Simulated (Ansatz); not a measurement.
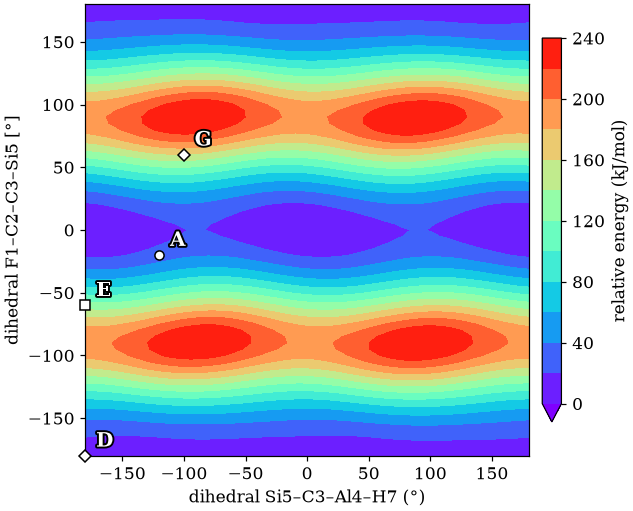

C₂H₆AlFSi, SMILES FC=[C]([AlH2])[SiH3]. First axis: dihedral Si5–C3–Al4–H7. Second axis: dihedral F1–C2–C3–Si5. Nothing is relaxed (all other coordinates rigid). Grid: 18 × 18 points. Points are written as (first, second). Energies: kJ/mol, counted from the lowest grid point. The dihedral twists a double bond; near 90° a spin-restricted reference is unreliable. Computed with Ansatz, RHF/def2-SVP.

The picture shows filled contours, lettered points. Between grid points the surface is interpolated.

**Is D the lowest point of the computed grid?**

No. D lies 13 kJ/mol above the lowest grid point, which is at (−180°, 0°).

**What kind of point is each of D, E, G: minimum, saddle, maximum or slope?**

D: saddle point; E: on a slope; G: on a slope. (In these two coordinates alone; a stationary point may lie a little off the grid point.)
